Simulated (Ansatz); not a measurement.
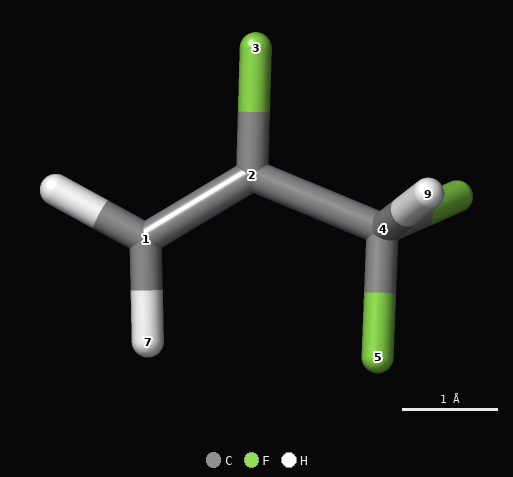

*The structure (stick view, seen on its broad side; atoms are numbered from 1 in the order of the input).*

Bond lengths as drawn: C–C 1.32 to 1.50 Å, C–F 1.34 to 1.36 Å and C–H 1.08 to 1.10 Å.

Single-point calculation of C3H3F3

C3H3F3, SMILES C=C(F)C(F)F, computed with RKS B97M-V/def2-TZVPP (Ansatz 0.2.0).

The geometry comes from this level: PBE0-D4/def2-TZVP.

The program's output
```
Functional definition: B97M-V
  name "B97M-V"
  cite "Mardirossian & Head-Gordon, J. Chem. Phys. 142, 074111 (2015) doi:10.1063/1.4907719"
  cite "Becke, J. Chem. Phys. 107, 8554 (1997) doi:10.1063/1.475007"
  cite "Vydrov & Van Voorhis, J. Chem. Phys. 133, 244103 (2010) doi:10.1063/1.3521275"
  # Of w^i u^j: cxij and so on, Table III.
  parameter cx00 = 1.000
  parameter cx01 = 1.308
  parameter cx02 = 1.901
  parameter cx10 = 0.416
  parameter cx11 = 3.070
  parameter css00 = 1.000
  parameter css02 = -1.855
  parameter css10 = -5.668
  parameter css32 = -20.497
  parameter css42 = -20.364
  parameter cos00 = 1.000
  parameter cos01 = 1.573
  parameter cos03 = -6.298
  parameter cos10 = 2.535
  parameter cos32 = -6.427
  parameter b = 6.0
  parameter c = 0.01
  gx(w, u) = cx00 + cx01*u + cx02*u^2 + (cx10 + cx11*u)*w
  gss(w, u) = css00 + css02*u^2 + css10*w + (css32*w^3 + css42*w^4)*u^2
  gos(w, u) = cos00 + cos01*u + cos03*u^3 + cos10*w + cos32*w^3*u^2
  exchange = spin_sum(e_x_unif_s*gx(b97_w, b97_u_x))
  correlation = spin_sum(e_c_pw_mod_same_spin*gss(b97_w, b97_u_same))
      + integral(e_c_pw_mod_opposite_spin*gos(b97_w_opposite, b97_u_opposite)) + vv10(b, c)
1185 factors; their error is unknown
mean field evaluation 1: about -11306.0214 eV, gradient 5.2e1 eV
mean field evaluation 2: about -11302.3783 eV, gradient 6.1e1 eV
mean field evaluation 4: about -11311.6041 eV, gradient 4.0e0 eV
mean field evaluation 8: about -11311.6501 eV, gradient 2.8e-1 eV
mean field evaluation 16: about -11311.6190 eV, gradient 3.0e-3 eV
mean field -11311.61899684 eV, -415.6943308433 hartree, gradient 3.4e-5 eV, S^2 0.000000; 0 other end points of the search recorded, 0 dependent functions left out
reference -11311.61904239 eV, -415.6943325170 hartree; 24, 24 occupied and 204, 204 virtual orbitals, 1185 factors
Total energy: -11311.61904239 eV, -415.6943325170 hartree
```

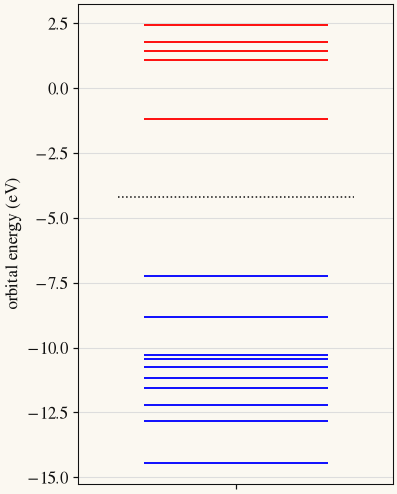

*Orbital energies near the frontier; the dotted line parts filled from empty levels, and levels within 0.02 eV of each other stand side by side.*

Highest filled −7.22 eV, lowest empty −1.19 eV, 6.03 eV apart.

This output came from the following input.

Input
```yaml
crystal:
  periodic: [false, false, false]
  atoms:
    - {symbol: C, position_ang: [-0.073063, -1.384098, 0.326146]}
    - {symbol: C, position_ang: [0.337545, -0.136217, 0.401419]}
    - {symbol: F, position_ang: [1.225442, 0.273479, 1.312698]}
    - {symbol: C, position_ang: [-0.071083, 1.001365, -0.483591]}
    - {symbol: F, position_ang: [-0.903517, 0.568737, -1.452554]}
    - {symbol: F, position_ang: [-0.726224, 1.938553, 0.245086]}
    - {symbol: H, position_ang: [-0.788828, -1.663514, -0.432648]}
    - {symbol: H, position_ang: [0.294536, -2.131244, 1.016496]}
    - {symbol: H, position_ang: [0.793691, 1.486737, -0.950152]}
basis:
  gaussian: {orbitals: def2-TZVPP}
hamiltonian: {xc: {name: B97M-V}}
output: {orbitals: {seedname: orbitals}}
```

Launched with:
```bash
ansatz run in.yaml --threads 4 --pin off --events-out ev --progress --plain --max-ram 10444MiB
```

Summary

- outcome: converged
- total energy: −11311.6190 eV
- SCF solution under orbital rotations: stable
- HOMO: −7.22 eV
- LUMO: −1.19 eV
- hardware: 4 threads of Arm Neoverse V1, 23 GiB of memory available, shared host
- wall time: 7.5 s (CPU time 27 s)
- peak memory: 0.33 GiB
